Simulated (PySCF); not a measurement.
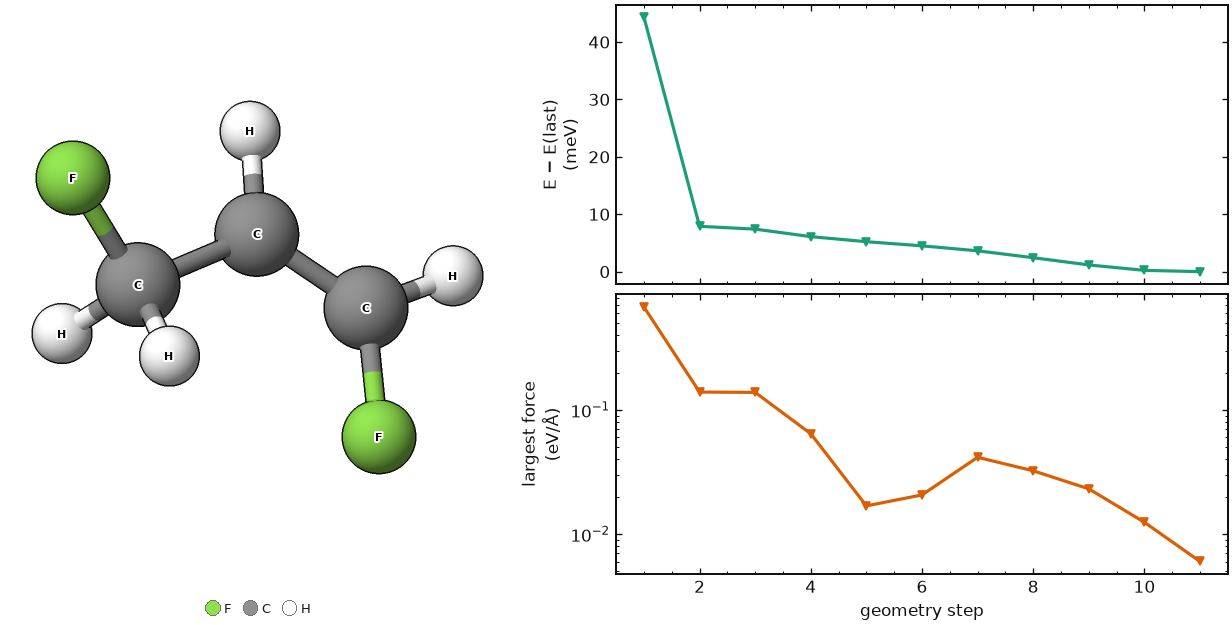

Beside the plot: the molecule at the start.

History of a geometry optimisation.

C3H4F2 (SMILES F/C=C\CF); PySCF, PBE0-D3(BJ)/def2-SVP, geometry optimisation.

Q: How did it end, and what did it gain?

A: The optimisation met its thresholds at geometry 11, counting the start as the first. The energy fell by about 44 meV from the first step to the last. The largest force goes from about 0.67 eV/Å at the start to 6 × 10⁻³ eV/Å at the end.
